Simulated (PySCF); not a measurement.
# Ni²⁺, Ni³⁺: ionisation energy in Sapporo-DKH3-DZP-2012

Aim: the ionisation energy of nickel from differences of total energies, at each level of theory, and how far each lands from the tabulated value where there is one.

Program: PySCF 2.14.0. Level of theory: unrestricted determinants in a Gaussian basis, no spin-orbit coupling in the energies. These are calculated values, not measurements, unless marked.

### 1 What is computed

* Element: nickel (Z = 28)
* Basis: Sapporo-DKH3-DZP-2012
* Hamiltonian: scalar relativity by spin-free X2C-1e
* State 1: Ni²⁺: [Ar] 3d8, high-spin 3F determinant
* State 2: Ni³⁺: [Ar] 3d7, high-spin 4F determinant
* Methods: UHF, BP86, PBE, MP2
* Core shells frozen in the correlated runs: valence: [Ar] (for Ni²⁺)

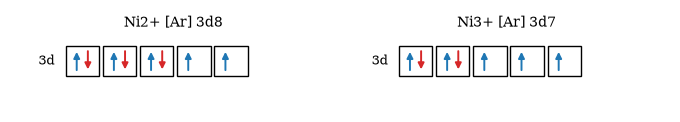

Outer shells as boxes.

One driver process ran all states and methods and kept the integrals in memory. Each run is shown as a PySCF script that sums up its settings (the driver passes frozen orbitals as a list and adds second-order terms of double hybrids); the logs are those of the runs themselves. The driver starts from symmetry-adapted Hartree-Fock orbitals, holds the occupation by maximum overlap and uses a logarithmic radial grid for functionals, so a plain start would take other cycles.

The driver's launch:

```bash
OMP_NUM_THREADS=1 python atomrun2.py TASK.json OUT
```

The integrals over 40 functions and the set-up took 0.48 s of CPU time.

### 2 Ni²⁺

#### UHF

Input file input.py:

```python
from pyscf import gto, scf, dft, mp, cc
import basis_set_exchange as bse
mol = gto.M(atom="Ni 0 0 0", charge=2, spin=2, symmetry="D2h",
            basis=gto.basis.parse(bse.get_basis("Sapporo-DKH3-DZP-2012", elements=["Ni"], fmt="nwchem", header=False)),
            nucmod="G")
mf = scf.UHF(mol).sfx2c1e()
mf.irrep_nelec = {'Ag': (5, 3), 'B1g': (1, 1), 'B2g': (1, 1), 'B3g': (1, 1), 'B1u': (2, 2), 'B2u': (2, 2), 'B3u': (2, 2)}
mf.kernel()
```

The program printed:

```text
damping factor = 0
level_shift factor = 0
DIIS = <class 'pyscf.scf.diis.CDIIS'>
diis_start_cycle = 1
diis_space = 10
diis_damp = 0
SCF conv_tol = 1e-09
SCF conv_tol_grad = None
number electrons alpha = 14  beta = 12
cycle= 1 E= -1518.20618645611  delta_E= -0.00635  |g|= 0.0258  |ddm|= 0.0377
cycle= 2 E= -1518.20629004243  delta_E= -0.000104  |g|= 0.0036  |ddm|= 0.00521
cycle= 3 E= -1518.20629233198  delta_E= -2.29e-06  |g|= 0.000973  |ddm|= 0.00134
cycle= 4 E= -1518.20629250753  delta_E= -1.76e-07  |g|= 0.00024  |ddm|= 0.000428
cycle= 5 E= -1518.2062925438  delta_E= -3.63e-08  |g|= 4.24e-05  |ddm|= 0.000279
cycle= 6 E= -1518.20629254461  delta_E= -8.09e-10  |g|= 5.6e-06  |ddm|= 4.63e-05
converged SCF energy = -1518.20629254461  <S^2> = 2.0029746  2S+1 = 3.0019824
```

It took 0.28 s on 1 thread of Neoverse-N1, shared host, the integrals not counted.

Orbital energies by shell (radii are means over both spins):

| shell | electrons | mean orbital energy (eV) | spread (eV) | rms radius (bohr) |
| --- | --- | --- | --- | --- |
| 1s α | 1 | -8422.1 | 0 | 0.0624 |
| 1s β | 1 | -8422.1 | 0 | 0.0624 |
| 2s α | 1 | -1071.3 | 0 | 0.265 |
| 2s β | 1 | -1069.2 | 0 | 0.265 |
| 2p α | 3 | -920.76 | 0 | 0.238 |
| 2p β | 3 | -918.75 | 0 | 0.238 |
| 3s α | 1 | -158.17 | 0 | 0.796 |
| 3s β | 1 | -152.75 | 0 | 0.796 |
| 3p α | 3 | -112.73 | 0 | 0.848 |
| 3p β | 3 | -106.21 | 0 | 0.848 |
| 3d α | 5 | -39.427 | 1.469 | 1.09 |
| 3d β | 3 | -36.789 | 0 | 1.09 |

⟨S²⟩ = 2.003, ⟨L²⟩ = 12.02.

#### BP86

input.py differs from the last one in:

```diff
@@ -5,3 +5,3 @@
             nucmod="G")
-mf = scf.UHF(mol).sfx2c1e()
+mf = dft.UKS(mol, xc="B88,P86").sfx2c1e()
 mf.irrep_nelec = {'Ag': (5, 3), 'B1g': (1, 1), 'B2g': (1, 1), 'B3g': (1, 1), 'B1u': (2, 2), 'B2u': (2, 2), 'B3u': (2, 2)}
```

The program printed:

```text
damping factor = 0
level_shift factor = 0
DIIS = <class 'pyscf.scf.diis.CDIIS'>
diis_start_cycle = 1
diis_space = 10
diis_damp = 0
SCF conv_tol = 1e-09
SCF conv_tol_grad = None
number electrons alpha = 14  beta = 12
XC functionals = B88,P86
    A. D. Becke.,  Phys. Rev. A 38, 3098 (1988)
    J. P. Perdew.,  Phys. Rev. B 33, 8822 (1986)
cycle= 1 E= -1519.78995977494  delta_E= -0.00563  |g|= 0.17  |ddm|= 0.179
cycle= 2 E= -1519.78102086036  delta_E= 0.00894  |g|= 0.294  |ddm|= 0.176
cycle= 3 E= -1519.79478552518  delta_E= -0.0138  |g|= 0.00451  |ddm|= 0.11
cycle= 4 E= -1519.79478948059  delta_E= -3.96e-06  |g|= 0.000368  |ddm|= 0.00204
cycle= 5 E= -1519.79478950604  delta_E= -2.54e-08  |g|= 1.06e-05  |ddm|= 0.000174
cycle= 6 E= -1519.79478950606  delta_E= -2.82e-11  |g|= 1.47e-06  |ddm|= 8.28e-06
converged SCF energy = -1519.79478950606  <S^2> = 2.0006754  2S+1 = 3.0004503
```

It took 1.1 s on 1 thread of Neoverse-N1, shared host, the integrals not counted.

#### PBE

input.py differs from the last one in:

```diff
@@ -5,3 +5,3 @@
             nucmod="G")
-mf = dft.UKS(mol, xc="B88,P86").sfx2c1e()
+mf = dft.UKS(mol, xc="PBE").sfx2c1e()
 mf.irrep_nelec = {'Ag': (5, 3), 'B1g': (1, 1), 'B2g': (1, 1), 'B3g': (1, 1), 'B1u': (2, 2), 'B2u': (2, 2), 'B3u': (2, 2)}
```

The program printed:

```text
damping factor = 0
level_shift factor = 0
DIIS = <class 'pyscf.scf.diis.CDIIS'>
diis_start_cycle = 1
diis_space = 10
diis_damp = 0
SCF conv_tol = 1e-09
SCF conv_tol_grad = None
number electrons alpha = 14  beta = 12
XC functionals = PBE
    J. P. Perdew, K. Burke, and M. Ernzerhof.,  Phys. Rev. Lett. 77, 3865 (1996)
    J. P. Perdew, K. Burke, and M. Ernzerhof.,  Phys. Rev. Lett. 78, 1396 (1997)
    J. P. Perdew, K. Burke, and M. Ernzerhof.,  Phys. Rev. Lett. 77, 3865 (1996)
    J. P. Perdew, K. Burke, and M. Ernzerhof.,  Phys. Rev. Lett. 78, 1396 (1997)
cycle= 1 E= -1519.3065745023  delta_E= -0.00555  |g|= 0.191  |ddm|= 0.202
cycle= 2 E= -1519.29451822297  delta_E= 0.0121  |g|= 0.337  |ddm|= 0.201
cycle= 3 E= -1519.31295987872  delta_E= -0.0184  |g|= 0.00813  |ddm|= 0.126
cycle= 4 E= -1519.31297306987  delta_E= -1.32e-05  |g|= 0.00041  |ddm|= 0.00362
cycle= 5 E= -1519.31297310079  delta_E= -3.09e-08  |g|= 1.15e-05  |ddm|= 0.000182
cycle= 6 E= -1519.31297310084  delta_E= -5.09e-11  |g|= 1.8e-06  |ddm|= 1.21e-05
converged SCF energy = -1519.31297310084  <S^2> = 2.0007441  2S+1 = 3.000496
```

It took 1.1 s on 1 thread of Neoverse-N1, shared host, the integrals not counted.

#### MP2 (valence)

input.py differs from the last one in:

```diff
@@ -5,4 +5,5 @@
             nucmod="G")
-mf = dft.UKS(mol, xc="PBE").sfx2c1e()
+mf = scf.UHF(mol).sfx2c1e()
 mf.irrep_nelec = {'Ag': (5, 3), 'B1g': (1, 1), 'B2g': (1, 1), 'B3g': (1, 1), 'B1u': (2, 2), 'B2u': (2, 2), 'B3u': (2, 2)}
 mf.kernel()
+mp.UMP2(mf, frozen=9).kernel()
```

No log was kept for this step.

Time after the integrals: 0.04 s (1 thread of Neoverse-N1, shared host).

With 8 electrons correlated, the MP2 correlation energy is -0.19921 hartree (-0.07688 same spin, -0.12233 opposite spin); the SCS form gives -0.17242. Largest pairs of shells: 3d-3d -0.1992.

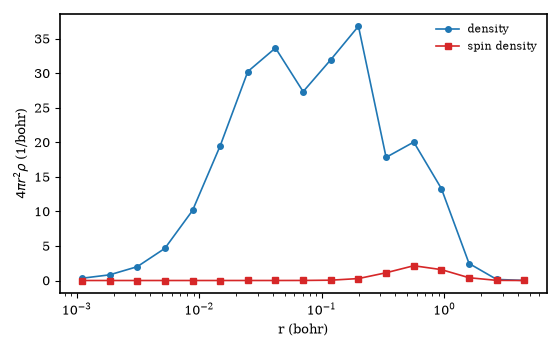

Radial density 4πr²ρ of Ni²⁺ at UHF, at 17 stored radii joined by straight lines.

### 3 Ni³⁺: the ladder of methods

#### UHF

Input file input.py:

```python
from pyscf import gto, scf, dft, mp, cc
import basis_set_exchange as bse
mol = gto.M(atom="Ni 0 0 0", charge=3, spin=3, symmetry="D2h",
            basis=gto.basis.parse(bse.get_basis("Sapporo-DKH3-DZP-2012", elements=["Ni"], fmt="nwchem", header=False)),
            nucmod="G")
mf = scf.UHF(mol).sfx2c1e()
mf.irrep_nelec = {'Ag': (5, 4), 'B1g': (1, 1), 'B2g': (1, 0), 'B3g': (1, 0), 'B1u': (2, 2), 'B2u': (2, 2), 'B3u': (2, 2)}
mf.kernel()
```

The program printed:

```text
damping factor = 0
level_shift factor = 0
DIIS = <class 'pyscf.scf.diis.CDIIS'>
diis_start_cycle = 1
diis_space = 10
diis_damp = 0
SCF conv_tol = 1e-09
SCF conv_tol_grad = None
number electrons alpha = 14  beta = 11
cycle= 1 E= -1517.00680237156  delta_E= -0.00669  |g|= 0.0266  |ddm|= 0.0392
cycle= 2 E= -1517.00691162922  delta_E= -0.000109  |g|= 0.00355  |ddm|= 0.00527
cycle= 3 E= -1517.00691375553  delta_E= -2.13e-06  |g|= 0.000375  |ddm|= 0.00102
cycle= 4 E= -1517.00691378686  delta_E= -3.13e-08  |g|= 0.000122  |ddm|= 0.000201
cycle= 5 E= -1517.00691379304  delta_E= -6.19e-09  |g|= 1.93e-05  |ddm|= 0.000108
cycle= 6 E= -1517.00691379318  delta_E= -1.39e-10  |g|= 2.15e-06  |ddm|= 1.96e-05
converged SCF energy = -1517.00691379318  <S^2> = 3.753061  2S+1 = 4.0015302
```

Time after the integrals: 0.21 s (1 thread of Neoverse-N1, shared host).

The occupied shells:

| shell | electrons | mean orbital energy (eV) | spread (eV) | rms radius (bohr) |
| --- | --- | --- | --- | --- |
| 1s α | 1 | -8442.6 | 0 | 0.0624 |
| 1s β | 1 | -8442.6 | 0 | 0.0624 |
| 2s α | 1 | -1093.1 | 0 | 0.265 |
| 2s β | 1 | -1089.8 | 0 | 0.265 |
| 2p α | 3 | -942.52 | 0 | 0.238 |
| 2p β | 3 | -939.27 | 0 | 0.238 |
| 3s α | 1 | -179.69 | 0 | 0.790 |
| 3s β | 1 | -171.23 | 0 | 0.790 |
| 3p α | 3 | -134.08 | 0 | 0.836 |
| 3p β | 3 | -123.92 | 0 | 0.836 |
| 3d α | 5 | -60.191 | 1.546 | 0.991 |
| 3d β | 2 | -56.083 | 0 | 0.991 |

⟨S²⟩ = 3.753, ⟨L²⟩ = 12.02.

#### BP86

input.py differs from the last one in:

```diff
@@ -5,3 +5,3 @@
             nucmod="G")
-mf = scf.UHF(mol).sfx2c1e()
+mf = dft.UKS(mol, xc="B88,P86").sfx2c1e()
 mf.irrep_nelec = {'Ag': (5, 4), 'B1g': (1, 1), 'B2g': (1, 0), 'B3g': (1, 0), 'B1u': (2, 2), 'B2u': (2, 2), 'B3u': (2, 2)}
```

The program printed:

```text
damping factor = 0
level_shift factor = 0
DIIS = <class 'pyscf.scf.diis.CDIIS'>
diis_start_cycle = 1
diis_space = 10
diis_damp = 0
SCF conv_tol = 1e-09
SCF conv_tol_grad = None
number electrons alpha = 14  beta = 11
XC functionals = B88,P86
    A. D. Becke.,  Phys. Rev. A 38, 3098 (1988)
    J. P. Perdew.,  Phys. Rev. B 33, 8822 (1986)
cycle= 1 E= -1518.47133798795  delta_E= -0.00542  |g|= 0.0846  |ddm|= 0.109
cycle= 2 E= -1518.47086603939  delta_E= 0.000472  |g|= 0.101  |ddm|= 0.0773
cycle= 3 E= -1518.47244818292  delta_E= -0.00158  |g|= 0.000374  |ddm|= 0.0426
cycle= 4 E= -1518.47244822996  delta_E= -4.7e-08  |g|= 3.28e-05  |ddm|= 0.000351
cycle= 5 E= -1518.47244823018  delta_E= -2.23e-10  |g|= 2.83e-06  |ddm|= 2e-05
converged SCF energy = -1518.47244823018  <S^2> = 3.7506775  2S+1 = 4.0003387
```

It took 0.92 s on 1 thread of Neoverse-N1, shared host, the integrals not counted.

#### PBE

input.py differs from the last one in:

```diff
@@ -5,3 +5,3 @@
             nucmod="G")
-mf = dft.UKS(mol, xc="B88,P86").sfx2c1e()
+mf = dft.UKS(mol, xc="PBE").sfx2c1e()
 mf.irrep_nelec = {'Ag': (5, 4), 'B1g': (1, 1), 'B2g': (1, 0), 'B3g': (1, 0), 'B1u': (2, 2), 'B2u': (2, 2), 'B3u': (2, 2)}
```

The program printed:

```text
damping factor = 0
level_shift factor = 0
DIIS = <class 'pyscf.scf.diis.CDIIS'>
diis_start_cycle = 1
diis_space = 10
diis_damp = 0
SCF conv_tol = 1e-09
SCF conv_tol_grad = None
number electrons alpha = 14  beta = 11
XC functionals = PBE
    J. P. Perdew, K. Burke, and M. Ernzerhof.,  Phys. Rev. Lett. 77, 3865 (1996)
    J. P. Perdew, K. Burke, and M. Ernzerhof.,  Phys. Rev. Lett. 78, 1396 (1997)
    J. P. Perdew, K. Burke, and M. Ernzerhof.,  Phys. Rev. Lett. 77, 3865 (1996)
    J. P. Perdew, K. Burke, and M. Ernzerhof.,  Phys. Rev. Lett. 78, 1396 (1997)
cycle= 1 E= -1517.99212842255  delta_E= -0.00633  |g|= 0.0998  |ddm|= 0.128
cycle= 2 E= -1517.99136895714  delta_E= 0.000759  |g|= 0.123  |ddm|= 0.0922
cycle= 3 E= -1517.99373016849  delta_E= -0.00236  |g|= 0.000806  |ddm|= 0.0511
cycle= 4 E= -1517.99373030756  delta_E= -1.39e-07  |g|= 0.000137  |ddm|= 0.000483
cycle= 5 E= -1517.99373031091  delta_E= -3.36e-09  |g|= 5.54e-06  |ddm|= 6.35e-05
cycle= 6 E= -1517.99373031092  delta_E= -6.59e-12  |g|= 5.28e-08  |ddm|= 2.55e-06
converged SCF energy = -1517.99373031092  <S^2> = 3.7507431  2S+1 = 4.0003716
```

Time after the integrals: 1.1 s (1 thread of Neoverse-N1, shared host).

#### MP2 (valence)

input.py differs from the last one in:

```diff
@@ -5,4 +5,5 @@
             nucmod="G")
-mf = dft.UKS(mol, xc="PBE").sfx2c1e()
+mf = scf.UHF(mol).sfx2c1e()
 mf.irrep_nelec = {'Ag': (5, 4), 'B1g': (1, 1), 'B2g': (1, 0), 'B3g': (1, 0), 'B1u': (2, 2), 'B2u': (2, 2), 'B3u': (2, 2)}
 mf.kernel()
+mp.UMP2(mf, frozen=9).kernel()
```

No log was kept for this step.

Time after the integrals: 0.03 s (1 thread of Neoverse-N1, shared host).

With 7 electrons correlated, the MP2 correlation energy is -0.12346 hartree (-0.05430 same spin, -0.06916 opposite spin); the SCS form gives -0.10109. Largest pairs of shells: 3d-3d -0.1235.

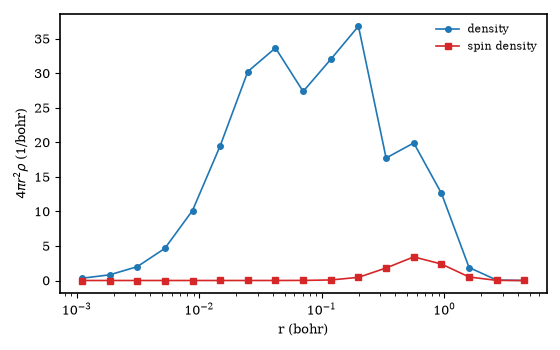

Radial density 4πr²ρ of Ni³⁺ at UHF, at 17 stored radii joined by straight lines.

### 4 Orbital energies side by side

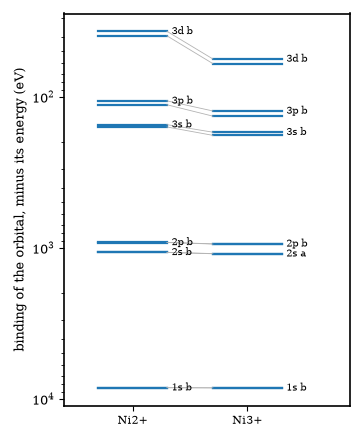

Hartree-Fock orbital energies of the states on a logarithmic scale (a, b: spin up and down; * marks an excited configuration).

### 5 The energy differences

Ionisation energy: Ni²⁺ [Ar] 3d8 (3F) → Ni³⁺ [Ar] 3d7 (4F).

| method | value (eV) | less the reference (eV) | CPU time, both states (s) |
| --- | --- | --- | --- |
| UHF | 32.637 | -2.550 | 0.49 |
| BP86 | 35.983 | +0.796 | 2 |
| PBE | 35.898 | +0.711 | 2.2 |
| MP2 (valence) | 34.698 | -0.489 | 0.56 |
| SCS-MP2 (valence) | 34.578 | -0.609 | 0.56 |

Reference: 35.187 ± 0.019 eV (measured; NIST Atomic Spectra Database, ionization energies). The reference lies between the lowest fine-structure levels, while these numbers refer to the centres of the terms. Errors of the correlated levels include the incompleteness of this basis.

Times are CPU seconds on a shared host without the integrals; correlated rows include their Hartree-Fock run, whose time holds the symmetry-adapted start and any spin-orbit constants, while functionals begin from orbitals already made.

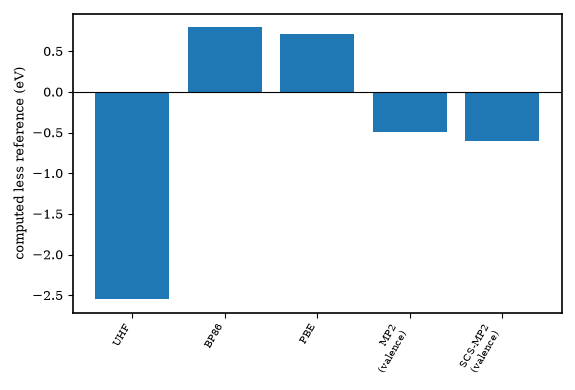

Computed less reference values by method, where the reference is not like for like or is itself uncertain.

### 6 Outcome

| quantity | value |
| --- | --- |
| ionisation energy, Ni²⁺ | UHF 32.637, MP2 (valence) 34.698 eV; reference 35.187 ± 0.019 |

In words: The methods span 3.346 eV, from UHF (32.637) to BP86 (35.983). The reference is uncertain or not like for like (spin-orbit coupling or other relativistic terms), so no ranking of close methods is drawn. All values hold for this basis alone; no basis-set limit was taken.
